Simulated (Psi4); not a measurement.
# SnH3OF (SMILES [OH][SnH2][F]): HF/def2-SVPD (core potential)

What is the energy change on altering one bond length of SnH3OF at HF/def2-SVPD (core potential)? 

Program for the calculation: Psi4 1.11.

2 further runs of the same task are left out: 2 set aside as unsound or not needed.

### Step 1. The molecule

The species is SnH3OF (6 atoms), meant as a singlet with charge 0. As SMILES, `[OH][SnH2][F]`. The coordinates come from a PBE0-D4/def2-TZVP relaxation. This is one conformer, not always the lowest.

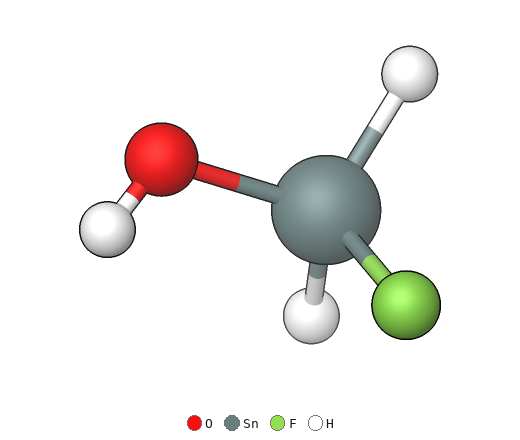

The structure, seen from a chosen angle (oxygen red, tin teal, fluorine green, hydrogen white).

### Step 2. A single-point energy at HF/def2-SVPD (core potential)

The input, calc.py:

```python
import psi4

psi4.set_memory('2200 MB')
psi4.set_num_threads(1)
psi4.set_output_file('fh3osn.out', False)

geom = psi4.geometry("""
0 1
O     -2.67282863    -0.62927880    -0.80313360
Sn     0.57126421     0.48358092     0.53611530
F      2.66281308    -2.48517883     0.57088626
H     -2.58627917    -1.29578520    -2.48820239
H      2.07132881     2.48895828    -1.47795480
H      0.03307021     1.31657219     3.57517286
units au
symmetry c1
""")

options = {'basis': 'def2-SVPD', 'puream': True, 'e_convergence': 1e-09, 'd_convergence': 1e-08, 'scf_type': 'pk'}
psi4.set_options(options)

result = psi4.energy("scf")
print(f'total energy {result:.8f} hartree = {result * 27.211386:.5f} eV')
```

Launch:

```bash
$ python calc.py
```

fh3osn.out:

```text
[...]
    !!!  WARNING: ECP capability is in beta. Please check occupations closely.  !!!
[...]
  Running in c1 symmetry.
[...]
  Nuclear repulsion =  145.590402903638193
[...]
  Multiplicity = 1
[...]
  Nalpha       = 21
  Nbeta        = 21
[...]
    Number of basis functions: 102
[...]
   @RHF iter   1:  -389.13051212719063   -2.00466e+00   6.36869e-03 ADIIS/DIIS
[...]
   @RHF iter  11:  -389.29114876190744   -2.21689e-11   9.79854e-09 DIIS
[...]
    Orbital Energies [Eh]
    ---------------------
    Doubly Occupied:
       1A    -26.242031     2A    -20.561981     3A     -5.915131
       4A     -4.107001     5A     -4.105610     6A     -4.103804
       7A     -1.507421     8A     -1.396092     9A     -1.373502
      10A     -1.370615    11A     -1.368632    12A     -1.359546
      13A     -1.272259    14A     -0.726095    15A     -0.649562
      16A     -0.610379    17A     -0.607762    18A     -0.571065
      19A     -0.511934    20A     -0.509071    21A     -0.471733
[...]
  @RHF Final Energy:  -389.29114876190744
   => Energetics <=
    Nuclear Repulsion Energy =            145.5904029036381928
    One-Electron Energy =                -911.0806490315743531
    Two-Electron Energy =                 376.1990973660287523
    Total Energy =                       -389.2911487619074364
[...]
 Multipole Moments:
 ------------------------------------------------------------------------------------
     Multipole            Electronic (a.u.)      Nuclear  (a.u.)        Total (a.u.)
 ------------------------------------------------------------------------------------
 L = 1.  Multiply by 2.5417464519 to convert [e a0] to [Debye]
 Dipole X            :          5.5445928           -5.5037723            0.0408205
 Dipole Y            :         16.1638643          -15.1119238            1.0519405
 Dipole Z            :          6.0968518           -6.3430160           -0.2461642
 Magnitude           :                                                    1.0811299
[...]
```

On the terminal:

```text
total energy -389.29114876 hartree = -10593.15172 eV
```

Run time: 3.9 s. Hardware: 1 thread of AMD EPYC 7R43 (Zen 3), shared host; peak memory 0.39 GiB.

### Step 3. The distorted shape

The input, fh3osn.json:

```json
{
 "schema_name": "qcschema_input",
 "schema_version": 1,
 "molecule": {
  "schema_name": "qcschema_molecule",
  "schema_version": 2,
  "symbols": ["O", "Sn", "F", "H", "H", "H"],
  "geometry": [-2.24227154, -1.2956756, -3.23439287, 1.0018213, -0.18281588, -1.89514397, 3.09337017, -3.15157563, -1.86037301, -2.15572208, -1.962182, -4.91946166, 2.5018859, 1.82256148, -3.90921407, 0.03307021, 1.31657219, 3.57517286],
  "molecular_charge": 0,
  "molecular_multiplicity": 1,
  "fix_symmetry": "c1",
  "fix_com": true,
  "fix_orientation": true
 },
 "driver": "energy",
 "model": {
  "method": "scf",
  "basis": "def2-SVPD"
 },
 "keywords": {
  "reference": "rhf",
  "puream": true,
  "e_convergence": 1e-09,
  "d_convergence": 1e-08,
  "scf_type": "pk",
  "scf_properties": ["WIBERG_LOWDIN_INDICES", "MULLIKEN_CHARGES", "QUADRUPOLE"]
 }
}
```

Launch:

```bash
$ psi4 --qcschema fh3osn.json -n 1 --memory 2200MB
```

stdout:

```text
[...]
    !!!  WARNING: ECP capability is in beta. Please check occupations closely.  !!!
[...]
  Running in c1 symmetry.
[...]
  Nuclear repulsion =  141.578661600997719
[...]
  Multiplicity = 1
[...]
  Nalpha       = 21
  Nbeta        = 21
[...]
    Number of basis functions: 102
[...]
   @RHF iter   1:  -388.89099157115061   -1.90925e+00   6.92941e-03 DIIS/ADIIS
[...]
   @RHF iter  12:  -389.14832014728773   -9.20863e-12   5.40678e-09 DIIS
[...]
    Orbital Energies [Eh]
    ---------------------
    Doubly Occupied:
       1A    -26.263452     2A    -20.581871     3A     -5.953098
       4A     -4.144225     5A     -4.143427     6A     -4.141643
       7A     -1.529048     8A     -1.428806     9A     -1.409346
      10A     -1.406370    11A     -1.405809    12A     -1.392744
      13A     -1.293356    14A     -0.729051    15A     -0.666880
      16A     -0.627076    17A     -0.624606    18A     -0.583475
      19A     -0.528852    20A     -0.508546    21A     -0.347873
[...]
  @RHF Final Energy:  -389.14832014728773
   => Energetics <=
    Nuclear Repulsion Energy =            141.5786616009977195
    One-Electron Energy =                -902.0348553963269751
    Two-Electron Energy =                 371.3078736480414932
    Total Energy =                       -389.1483201472877340
[...]
 Multipole Moments:
 ------------------------------------------------------------------------------------
     Multipole            Electronic (a.u.)      Nuclear  (a.u.)        Total (a.u.)
 ------------------------------------------------------------------------------------
 L = 1.  Multiply by 2.5417464519 to convert [e a0] to [Debye]
 Dipole X            :        -32.1762272           32.3214618            0.1452346
 Dipole Y            :         42.3847007          -41.5745832            0.8101176
 Dipole Z            :         88.5482547          -89.5651703           -1.0169156
 Magnitude           :                                                    1.3082434
 L = 2.  Multiply by 1.3450342976 to convert [e a0^2] to [Debye ang]
 Quadrupole XX       :       -191.3481728          159.3305789          -32.0175939
 Quadrupole XY       :         62.8207151          -59.6948335            3.1258816
[...]
  Mulliken Charges: (a.u.)
   Center  Symbol    Alpha    Beta     Spin     Total
       1     O     4.46692  4.46692  0.00000 -0.93384
       2    SN    10.19003 10.19003  0.00000  1.61994
       3     F     4.88146  4.88146  0.00000 -0.76292
       4     H     0.38449  0.38449  0.00000  0.23103
       5     H     0.53850  0.53850  0.00000 -0.07700
       6     H     0.53860  0.53860  0.00000 -0.07720
   Total alpha = 21.00000, Total beta = 21.00000, Total charge =  0.00000
  Wiberg Bond Indices using Orthogonal Lowdin Orbitals:
[...]
```

The result, in JSON:

```text
{
 "driver": "energy",
 "model": {
  "method": "scf",
  "basis": "def2-SVPD"
 },
 "success": true,
 "return_result": -389.14832014728773,
 "properties": {
  "calcinfo_nbasis": 102,
  "calcinfo_nmo": 102,
  "calcinfo_nalpha": 21,
  "calcinfo_nbeta": 21,
  "calcinfo_natom": 6,
  "nuclear_repulsion_energy": 141.57866160099772,
  "return_energy": -389.14832014728773,
  "scf_one_electron_energy": -902.034855396327,
  "scf_two_electron_energy": 371.3078736480415,
  "scf_dipole_moment": [0.1452346088733023, 0.8101175700248149, -1.0169155937220893],
  "scf_total_energy": -389.14832014728773,
  "scf_iterations": 12
 }
}
```

It took 3.9 s on 1 thread of AMD EPYC 7R43 (Zen 3), shared host; peak memory 0.39 GiB.

### Step 4. Results

At HF/def2-SVPD (core potential):

```
                                                          quantity          value
                                         first shape: total energy  -389.29115 Eh
                                        first shape: dipole moment         2.75 D
                                          first shape: HOMO energy      -12.84 eV
                                          first shape: LUMO energy        1.82 eV
                                        first shape: HOMO–LUMO gap       14.65 eV
                                     distorted shape: total energy  -389.14832 Eh
                                    distorted shape: dipole moment         3.33 D
                                      distorted shape: HOMO energy       -9.47 eV
                                      distorted shape: LUMO energy       -1.24 eV
                                    distorted shape: HOMO–LUMO gap        8.23 eV
energy change with the Sn2–H6 bond stretched from 1.692 to 3.045 Å       3.887 eV
```

One bond (distorted shape) is far stretched, which a spin-restricted single reference describes badly; a broken-symmetry solution may lie lower. With the Sn2–H6 bond stretched from 1.692 to 3.045 Å the energy rises by 3.89 eV (375 kJ/mol). The first shape isn't relaxed at this level, so the change isn't measured from a minimum. A restricted reference can't describe the breaking bond well at this length. Mulliken charges (distorted shape) run from -0.93 on O1 to +1.62 on Sn2; in a basis this large or diffuse they mean little.
